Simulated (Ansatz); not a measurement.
**Single-point calculation of CH9NSi**

- system: CH9NSi
- method: RKS PBE0-D4/def2-TZVPP (Ansatz 0.2.0)

The geometry is the product side of a reaction. The reaction was set up to form Si1–N7 and H2–H6 and to break Si1–H2 and H6–N7 (atoms counted from 1 in the order of the input); sticks are drawn by distance alone. The geometry comes from this level: PBE0-D4/def2-TZVP.

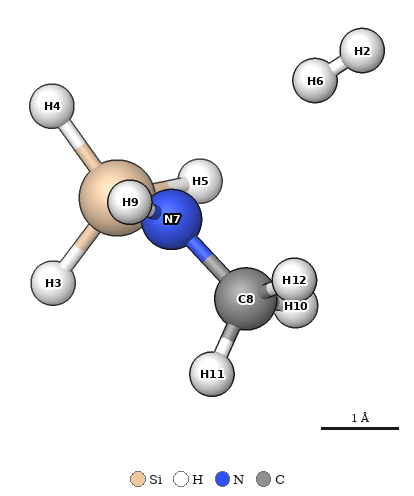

The structure (ball-and-stick view, seen at a tilt; atoms are numbered from 1 in the order of the input). Bond lengths as drawn: C–H 1.09 to 1.10 Å, C–N 1.45 Å, H–H 0.75 Å, H–N 1.01 Å, H–Si 1.49 to 1.50 Å and N–Si 1.72 Å.

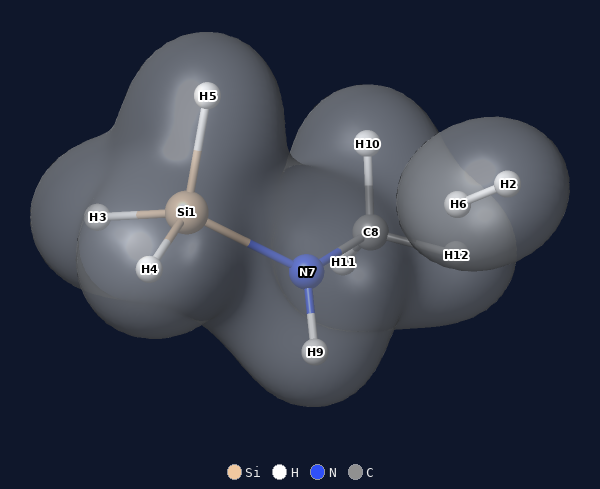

Isosurface of the electron density at 0.1 e/Å³ (grey), seen from the side. At this value the surface falls into two separate pieces. It is pinched off along the N···H (2.64 Å) contacts. On the grid the lowest density along these lines, outside the cores, is 0.06 e/Å³ (N···H, 2.64 Å), 1.8 e/Å³ (C–N, 1.45 Å), 0.96 e/Å³ (Si–N, 1.72 Å) and 1.8 e/Å³ (H–H, 0.75 Å).

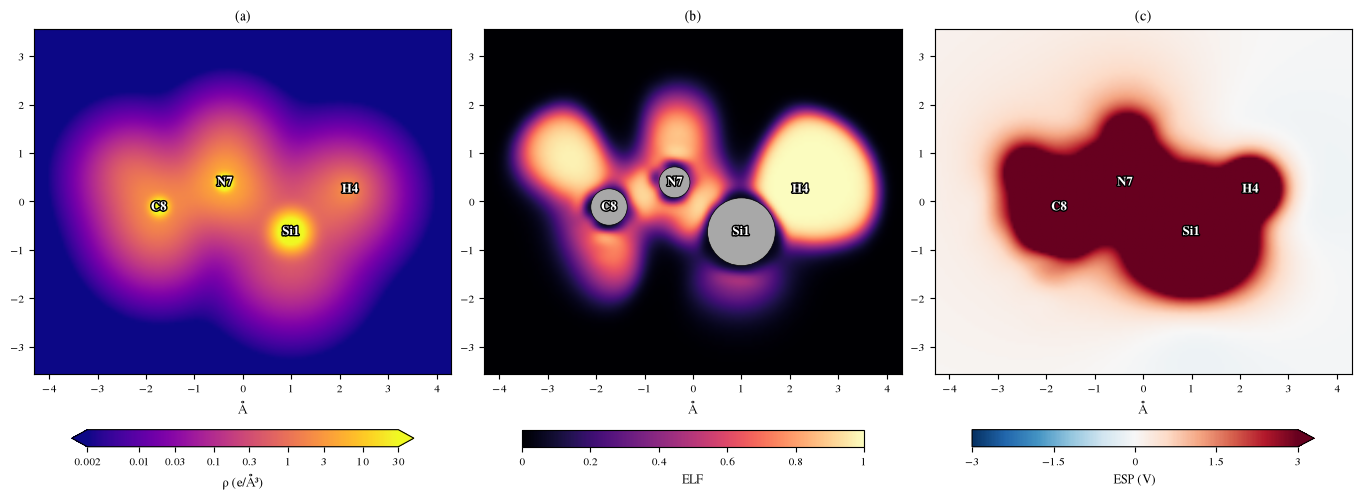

(a) electron density; (b) electron localisation function; (c) electrostatic potential on the plane of atoms H4, Si1 and N7. Grey discs, where drawn, cover atomic cores. C–N (1.45 Å): ρ is about 1.9 e/Å³ halfway; the ELF peaks at about 0.90 between the atoms (localised, shared-pair bonding). Si–N (1.72 Å): ρ is about 1.1 e/Å³ halfway; the ELF peaks at about 0.90 between the atoms (a shared but strongly polarised pair). The potential has no marked negative region in this plane.

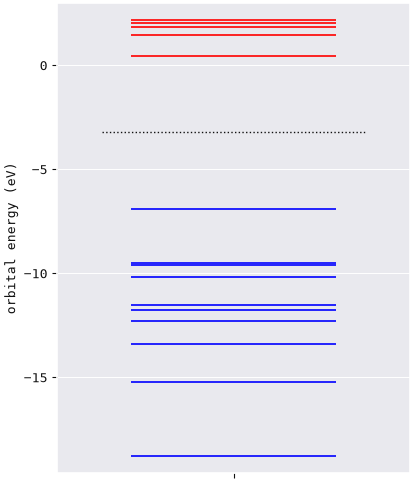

Orbital energies near the frontier; the dotted line parts filled from empty levels, and levels within 0.02 eV of each other stand side by side. Highest filled −6.88 eV, lowest empty 0.43 eV, 7.31 eV apart.

These pictures come from the run below.

The input
```yaml
crystal:
  periodic: [false, false, false]
  atoms:
    - {symbol: Si, position_ang: [-1.524725, -0.179119, -0.528580]}
    - {symbol: H, position_ang: [0.968721, 2.306071, 1.868919]}
    - {symbol: H, position_ang: [-1.900345, -1.179473, -1.574832]}
    - {symbol: H, position_ang: [-2.607858, -0.143892, 0.487534]}
    - {symbol: H, position_ang: [-1.395988, 1.134016, -1.215589]}
    - {symbol: H, position_ang: [0.628351, 1.712679, 1.564361]}
    - {symbol: N, position_ang: [-0.055343, -0.505101, 0.299524]}
    - {symbol: C, position_ang: [1.231540, -0.520907, -0.363380]}
    - {symbol: H, position_ang: [-0.100280, -1.110162, 1.104120]}
    - {symbol: H, position_ang: [1.257779, 0.261793, -1.126349]}
    - {symbol: H, position_ang: [1.461215, -1.472822, -0.859796]}
    - {symbol: H, position_ang: [2.036832, -0.303283, 0.343969]}
basis:
  gaussian: {orbitals: def2-TZVPP}
hamiltonian: {xc: pbe0, dispersion: d4}
output: {orbitals: {seedname: orbitals}}
```

Run as:
```bash
ansatz run in.yaml --threads 4 --pin off --events-out ev --progress --plain --max-ram 9574MiB
```

Log
```
Functional definition: PBE0
  name "PBE0"
  cite "Adamo & Barone, J. Chem. Phys. 110, 6158 (1999) doi:10.1063/1.478522"
  cite "Perdew, Burke & Ernzerhof, Phys. Rev. Lett. 77, 3865 (1996) doi:10.1103/PhysRevLett.77.3865"
  parent pbe
  parameter a = 0.25
  parameter kappa = 0.804
  parameter beta = 0.06672455060314922
  exchange = (1 - a)*pbe_x(kappa = kappa, mu = beta*pi^2/3) + a*exact_x
  correlation = pbe_c(beta = beta)
1157 factors; their error is unknown
mean field evaluation 1: about -10538.8471 eV, gradient 5.7e1 eV
mean field evaluation 2: about -10529.9643 eV, gradient 8.3e1 eV
mean field evaluation 4: about -10545.5404 eV, gradient 4.0e0 eV
mean field evaluation 8: about -10545.5730 eV, gradient 2.9e-2 eV
mean field evaluation 16: about -10545.5861 eV, gradient 4.1e-5 eV
mean field -10545.58613293 eV, -387.5431423302 hartree, gradient 4.1e-5 eV, S^2 0.000000; 0 other end points of the search recorded, 0 dependent functions left out
reference -10545.58616805 eV, -387.5431436209 hartree; 18, 18 occupied and 212, 212 virtual orbitals, 1157 factors
Total energy: -10545.74174080 eV, -387.5488608139 hartree
```

Key numbers

| quantity | value |
| --- | --- |
| outcome | converged |
| total energy | −10545.7417 eV |
| mean-field energy | −10545.5862 eV |
| dispersion energy | −0.1556 eV |
| SCF solution under orbital rotations | stable |
| HOMO | −6.88 eV |
| LUMO | 0.43 eV |
| hardware | 4 threads of Arm Neoverse V1, 23 GiB of memory available, shared host |
| wall time | 1.8 s (CPU time 6.5 s) |
| peak memory | 0.45 GiB |
